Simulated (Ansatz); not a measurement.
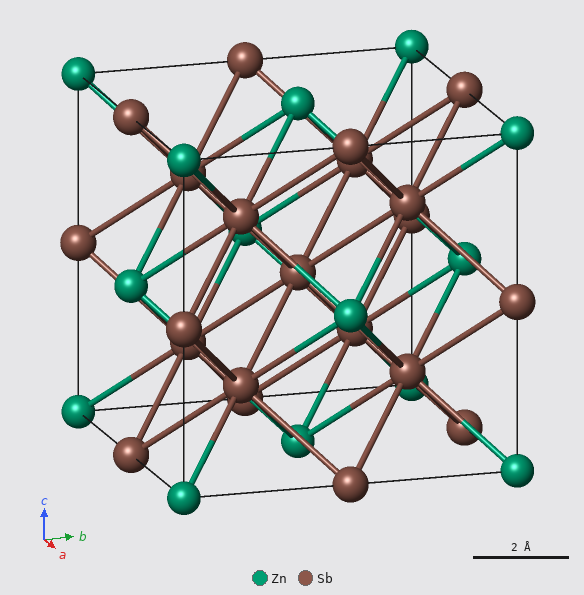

The figure gives a ball-and-stick picture of the atoms, viewed slightly off an axis. Lines trace the edges of the conventional unit cell.

Unit-cell dimensions: a = 7.39 Å, b = 7.39 Å, c = 7.39 Å, α = 90.00°, β = 90.00°, γ = 90.00°.

The composition is ZnSb₃.

> State the lattice type.

Face-centred cubic.

> What is the Hermann-Mauguin symbol of the space group?

Fm-3m (No. 225), with Zn on 4a, Sb on 4b and Sb on 8c.

> Which known structure type is this?

D0₃ (BiF₃ or Fe₃Al type).

The model was built from a textbook structure type filled with these elements (whether it is the usual form wasn't checked). It is drawn as it came out of a relaxation with DFT PBE, scalar-relativistic, plane waves, PAW in Ansatz.
